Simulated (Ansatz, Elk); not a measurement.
# NiAg2S2: X-ray structure factors from the self-consistent density

The structure of NiAg2S2 used here is made up (a known structure type with other elements) and was relaxed beforehand with PBE. The aim is the Fourier transform of its all-electron density, F(hkl), set beside the sum over free spherical atoms that refinements use.

Method: DFT, PBE, all-electron APW+lo, Dirac cores, scalar-relativistic bands, static density, no spin, in Elk 11.2.3 (patched build).

The structure was built from a prototype and need not be the compound's stable phase.

## (1) The structure

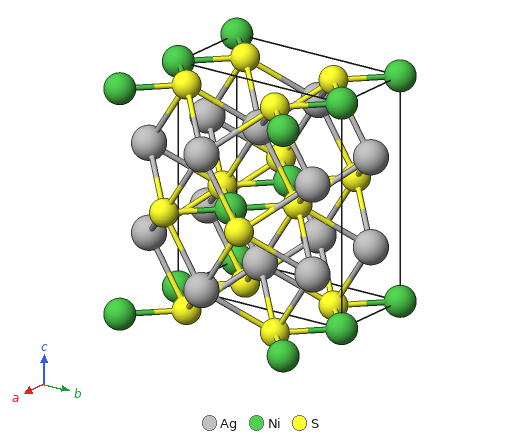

The starting structure, seen from a free direction (silver light grey, nickel green, sulfur yellow). 2×1×1 cells are drawn. This picture shows the conventional cell, with its axes. Some periodic images of atoms are drawn too.

## (2) Ground state and structure factors

An all-electron density is needed, since X-rays see the cores too. Task 0 finds the density and task 195 Fourier-transforms it; tshift is off so that phases refer to the origin typed.

Input file elk.in:

```
tasks
  0
  195

xctype
  20

spinpol
  .false.

rgkmax
  7.0

gmaxvr
  14.0

lmaxo
  7

lmaxapw
  8

swidth
  0.002

tshift
  .false.

hmaxvr
  5.5

maxscl
  120

epspot
  1e-06

sppath
  './'

avec
  -3.06113547141 6.32510150692 7.47617743495
  3.06113547141 -6.32510150692 7.47617743495
  3.06113547141 6.32510150692 -7.47617743495

atoms
  3
  'Ag.in'
  2
  0.3005102632 0.8005102632 0.5000000000   0.000000 0.000000 0.000000
  0.6994897368 0.1994897368 0.5000000000   0.000000 0.000000 0.000000
  'Ni.in'
  1
  0.0000000000 -0.0000000000 0.0000000000   0.000000 0.000000 0.000000
  'S.in'
  2
  0.7702620589 0.5000000000 0.2702620589   0.000000 0.000000 0.000000
  0.2297379411 0.5000000000 0.7297379411   0.000000 0.000000 0.000000

ngridk
  8 8 8
```

Launch:

```
OMP_NUM_THREADS=4 elk
```

Numbers of over 12 decimals in the logs are rounded to 6 here.

Output:

```text
┌─────────────────────────┐
│ Elk code version 11.2.3 │
└─────────────────────────┘

All units are atomic (Hartree, Bohr, etc.)

┌─────────────────────────────────────────────────┐
│ Ground-state run starting from atomic densities │
└─────────────────────────────────────────────────┘

Lattice vectors :
  -3.061135471       6.325101507       7.476177435
   3.061135471      -6.325101507       7.476177435
   3.061135471       6.325101507      -7.476177435

Reciprocal lattice vectors :
 -0.1940719293E-16  0.4966865196      0.4202137631
   1.026283444      0.1121071160E-16  0.4202137631
   1.026283444      0.4966865196      0.4139945754E-17

Unit cell volume      :    579.0147682
Brillouin zone volume :   0.4284004952

Muffin-tin inner radius fraction :   0.1000000000E-01

Nuclei treated as point charges

Species : 1 (Ag)
 parameters loaded from : Ag.in
 name : silver
 nuclear charge    :   -47.00000000
 electronic charge :    47.00000000
 atomic mass :    196631.6998
 muffin-tin radius :    2.600000000
 number of radial points in muffin-tin :   1193
 inner part over the whole radius :   0.9869554211E-02
 number on inner part of muffin-tin    :    849
 approximate nuclear radius :   0.8648227117E-04
 number of mesh points to nuclear radius :    425
 atomic positions (lattice), magnetic fields (Cartesian) :
  1 :   0.30051026 -0.19948974  0.50000000    0.00000000  0.00000000  0.00000000
  2 :  -0.30051026  0.19948974  0.50000000    0.00000000  0.00000000  0.00000000

Species : 2 (Ni)
 parameters loaded from : Ni.in
 name : nickel
 nuclear charge    :   -28.00000000
 electronic charge :    28.00000000
 atomic mass :    106991.5231
 muffin-tin radius :    2.176167205
 number of radial points in muffin-tin :    993
 inner part over the whole radius :   0.9918833229E-02
 number on inner part of muffin-tin    :    699
 approximate nuclear radius :   0.7325707712E-04
 number of mesh points to nuclear radius :    337
 atomic positions (lattice), magnetic fields (Cartesian) :
  1 :   0.00000000  0.00000000  0.00000000    0.00000000  0.00000000  0.00000000

Species : 3 (S)
 parameters loaded from : S.in
 name : sulphur
 nuclear charge    :   -16.00000000
 electronic charge :    16.00000000
 atomic mass :    58450.91931
 muffin-tin radius :    1.994819938
 number of radial points in muffin-tin :    793
 inner part over the whole radius :   0.9993487230E-02
 number on inner part of muffin-tin    :    553
 approximate nuclear radius :   0.6195814986E-04
 number of mesh points to nuclear radius :    252
 atomic positions (lattice), magnetic fields (Cartesian) :
  1 :  -0.22973794  0.50000000  0.27026206    0.00000000  0.00000000  0.00000000
  2 :   0.22973794  0.50000000 -0.27026206    0.00000000  0.00000000  0.00000000

Total number of atoms per unit cell :    5
Total muffin-tin volume :    256.9139319
 ratio of muffin-tin to unit cell volume :   0.4437087722

Spin treatment :
 spin-unpolarised

Number of Bravais lattice symmetries :    8
Number of crystal symmetries         :    8
Crystal has inversion symmetry
Real symmetric eigensolver will be used

k-point grid :      8     8     8
k-point offset :    0.000000000       0.000000000       0.000000000
k-point set is reduced with full crystal symmetry group
Total number of k-points :       95

Muffin-tin radius times maximum |G+k| :    7.000000000
 using average radius
Maximum |G+k| for APW functions       :    3.079411761
Maximum (1/2)|G+k|²                   :    4.741388398
Maximum |G| for potential and density :    14.00000000
Constant for pseudocharge density :    9
 order of it for each species :   16  16  16
 order of it for pair densities of each species (exact exchange by exxq0 0: 17) :   13   8   6
Radial integration step length :    1

G-vector grid sizes :     48    48    48
Number of G-vectors :    26805

Maximum angular momentum used for
 APW functions            :    8
 outer part of muffin-tin :    7
 inner part of muffin-tin :    2

Total nuclear charge    :   -154.0000000
[...]
electron entropic           :    -0.11240451828996E-02
 total energy                :     -12955.050134748

Density of states at Fermi energy :    84.69992458
 (states/Hartree/unit cell)

Estimated indirect band gap :   0.9441508015E-04
 from k-point 55 to k-point 85
Estimated direct band gap   :   0.7010112524E-02
 at k-point 61

Charges :
 core                        :    88.00000000
 valence                     :    66.00000000
 interstitial                :    7.919652876
 muffin-tins (core leakage)
  species : 1 (Ag)
   atom 1                    :    45.25076988     ( -0.3322459996E-06)
[...]
species : 2 (Ni)
[...]
species : 3 (S)
[...]
total in muffin-tins        :    146.0803471
 total calculated charge     :    153.9984488
 total charge                :    154.0000000
 error                       :   0.1551240828E-02

RMS change in Kohn-Sham potential (target) :   0.5216847448     (  0.1000000000E-05)
Absolute change in total energy (target)   :   0.5482878320     (  0.1000000000E-03)

[... loops 3 to 15 left out ...]

┌──────────────────┐
│ Loop number : 16 │
└──────────────────┘

Energies :
 Fermi                       :     0.217658
 sum of occupied eigenvalues :     -7687.5740705672
 electron kinetic            :      13473.408964786
 core electron kinetic       :      12895.669411609
 Coulomb                     :     -26013.341510503
 Coulomb potential           :     -20621.980787811
 nuclear-nuclear             :     -1551.6782926403
 electron-nuclear            :     -28340.905904229
 Hartree                     :      3879.2426863664
 Madelung                    :     -15702.351116598
 xc potential                :     -539.00224754176
 exchange                    :     -406.24714700384
 correlation                 :     -7.646895
 electron entropic           :    -0.63093181717719E-03
 total energy                :     -12953.827218224

Density of states at Fermi energy :    47.45762086
 (states/Hartree/unit cell)

Estimated indirect band gap :   0.2642654240E-03
 from k-point 73 to k-point 47
Estimated direct band gap   :   0.1215792036E-01
 at k-point 26

Charges :
 core                        :    88.00000000
 valence                     :    66.00000000
 interstitial                :    7.853708987
 muffin-tins (core leakage)
  species : 1 (Ag)
[...]
species : 2 (Ni)
[...]
species : 3 (S)
[...]
total in muffin-tins        :    146.1462910
 total calculated charge     :    153.9984146
 total charge                :    154.0000000
 error                       :   0.1585427809E-02

RMS change in Kohn-Sham potential (target) :   0.9076162335E-06 (  0.1000000000E-05)
Absolute change in total energy (target)   :   0.9146326192E-04 (  0.1000000000E-03)

Convergence targets achieved

┌──────────────────┐
│ Loop number : 17 │
└──────────────────┘

Energies :
 Fermi                       :     0.217658
 sum of occupied eigenvalues :     -7687.5740487307
 electron kinetic            :      13473.408964322
 core electron kinetic       :      12895.669397476
 Coulomb                     :     -26013.341490560
 Coulomb potential           :     -20621.980784803
 nuclear-nuclear             :     -1551.6782926403
 electron-nuclear            :     -28340.905867584
 Hartree                     :      3879.2426696645
 Madelung                    :     -15702.351098158
 xc potential                :     -539.00222825033
 exchange                    :     -406.24714606784
 correlation                 :     -7.646895
 electron entropic           :    -0.63093262663251E-03
 total energy                :     -12953.827197837

Density of states at Fermi energy :    47.45766563
 (states/Hartree/unit cell)

Estimated indirect band gap :   0.2642657731E-03
 from k-point 73 to k-point 47
Estimated direct band gap   :   0.1215786267E-01
 at k-point 26

Charges :
 core                        :    88.00000000
 valence                     :    66.00000000
 interstitial                :    7.853710150
 muffin-tins (core leakage)
  species : 1 (Ag)
[...]
species : 2 (Ni)
   atom 1                    :    26.84412938     (  0.9171879907E-03)
  species : 3 (S)
   atom 1                    :    13.84909282     (  0.2727148865E-03)
   atom 2                    :    13.84909282     (  0.2727148865E-03)
 total in muffin-tins        :    146.1462899
 total calculated charge     :    153.9984146
 total charge                :    154.0000000
 error                       :   0.1585427685E-02

┌──────────────────────────────┐
│ Self-consistent loop stopped │
└──────────────────────────────┘

Warning : core states of species 2 leak from the muffin-tin :   0.9171879907E-03

Warning : core states of species 3 leak from the muffin-tin :   0.2727148865E-03

Wrote STATE.OUT
```

Run time: 68 s. Hardware: 4 threads of Arm Neoverse V2, shared host; peak memory 0.23 GiB; 4 min of CPU time.

SFACRHO.OUT:

```text

h k l indices transformed by vhmat matrix:
   1.000000000       0.000000000       0.000000000    
   0.000000000       1.000000000       0.000000000    
   0.000000000       0.000000000       1.000000000    

      h      k      l  multipl.   |H|            Re(F)            Im(F)           |F|

      0      0      0      1   0.0000000       154.00000      0.10278896E-15   154.00000    
     -1      0      0      4  0.65059750       2.2889690      0.60265831E-14   2.2889690    
     -1     -1      1      2  0.84042753      -16.383928     -0.86984597E-14   16.383928    
     -1      1     -1      2  0.99337304       81.667376     -0.14062027E-13   81.667376    
      0      1      0      4   1.1089803       24.120331     -0.24300955E-14   24.120331    
      0      0      1      4   1.1401558      -59.137551     -0.10044305E-13   59.137551    
      0     -2      2      4   1.3011950      -61.126613     -0.49719310E-13   61.126613    
     -1     -2      2      4   1.3549590       86.390929      0.46203804E-13   86.390929    
      2      0     -1      8   1.4164299       78.926003      0.24106332E-13   78.926003    
      0      1     -2      8   1.4888342       64.548228     -0.11550951E-13   64.548228    
      2     -1      1      4   1.5481786      -9.2948112     -0.90398746E-14   9.2948112    
      1      2     -1      4   1.6255689      -57.236796      0.10883263E-15   57.236796    
     -2     -2      2      2   1.6808551       60.619802      0.10201549E-13   60.619802    
     -2      2     -1      4   1.8092914      -41.127924      0.35155068E-13   41.127924    
      0     -3      2      8   1.9050628      -17.015816     -0.24859655E-13   17.015816    
     -3      0      0      4   1.9517925       65.264111     -0.14062027E-13   65.264111    
     -1     -3      3      4   1.9524507       20.578921     -0.60265831E-14   20.578921    
     -2      2     -2      2   1.9867461       99.273186     -0.59261400E-13   99.273186
```

Elk indexes on the primitive cell of elk.in and gives |H| = 4π sin θ/λ in inverse bohr. Below, one row stands for each form hkl of the conventional cell (m members, Friedel mates merged), F is for one primitive cell and the density is static (no thermal factor). Free-atom factors are Waasmaier and Kirfel's, and R is Σm||F|−|F'||/Σm|F|.

| hkl | m | sin θ/λ (Å⁻¹) | abs F, DFT | neutral atoms | diff. |
| --- | --- | --- | --- | --- | --- |
| 011 | 4 | 0.098 | 2.289 | 1.997 | +0.292 |
| 002 | 2 | 0.126 | 16.384 | 16.964 | -0.580 |
| 020 | 2 | 0.149 | 81.667 | 81.987 | -0.320 |
| 101 | 4 | 0.167 | 24.120 | 24.291 | -0.170 |
| 110 | 4 | 0.172 | 59.138 | 59.604 | -0.467 |
| 022 | 4 | 0.196 | 61.127 | 61.290 | -0.164 |
| 013 | 4 | 0.204 | 86.391 | 86.607 | -0.216 |
| 112 | 8 | 0.213 | 78.926 | 79.141 | -0.215 |
| 121 | 8 | 0.224 | 64.548 | 64.560 | -0.012 |
| 031 | 4 | 0.233 | 9.295 | 9.271 | +0.024 |
| 103 | 4 | 0.244 | 57.237 | 57.353 | -0.116 |
| 004 | 2 | 0.253 | 60.620 | 60.840 | -0.220 |
| 130 | 4 | 0.272 | 41.128 | 41.145 | -0.017 |
| 123 | 8 | 0.286 | 17.016 | 16.933 | +0.082 |
| 033 | 4 | 0.293 | 65.264 | 65.481 | -0.217 |
| 024 | 4 | 0.294 | 20.579 | 20.670 | -0.091 |
| 040 | 2 | 0.299 | 99.273 | 99.520 | -0.247 |
| 132 | 8 | 0.300 | 77.474 | 77.642 | -0.168 |
| 114 | 8 | 0.305 | 2.944 | 2.828 | +0.116 |
| 200 | 2 | 0.309 | 99.920 | 100.155 | -0.235 |
| 211 | 8 | 0.324 | 0.509 | 0.658 | -0.149 |
| 042 | 4 | 0.324 | 17.240 | 17.108 | +0.131 |

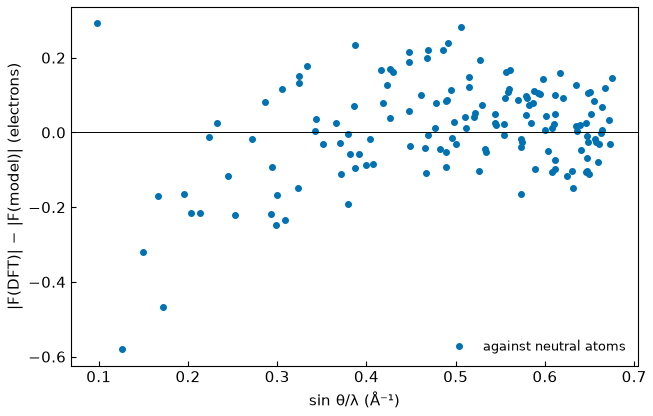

Difference between the calculated structure factors and the independent-atom ones.

## (3) What came out

```json
{
 "R against neutral atoms, sin θ/λ < 0.3 Å⁻¹": "0.35 %",
 "R against neutral atoms, 0.3 to 0.68 Å⁻¹": "0.25 %"
}
```

Independent neutral atoms miss the calculated amplitudes by R = 0.35 % below 0.3 Å⁻¹ and 0.25 % from there to 0.68 Å⁻¹; by shells, 1.45 % below 0.15 Å⁻¹ (3 forms), 0.28 % 0.15 to 0.3 (14 forms), 0.27 % 0.3 to 0.45 (33 forms), 0.25 % above 0.45 (99 forms). Bonding, aspherical density and the tables' own atoms all enter these figures, and the runs don't part them. The largest change of an amplitude is -0.58 electrons, at 002. Weak lines can change much in proportion: 211 goes from 0.66 to 0.51. The basis has no finished test. The k-mesh has no finished test. These runs have no spin, though d or f shells may be open. Part of the difference isn't bonding: the tables are fits to free atoms and ions calculated by other methods than this functional. Thermal motion, anomalous dispersion and extinction are left out.

[Logs are printed without paths, hosts, clocks, repeated set-up lines and the standing remarks that a program may print on its own settings, such as how far it seeks lower states.]

[Hosts, paths, dates, database ids (printed as entryN), source tags and the programs' standing remarks are cut or masked in the printed files.]
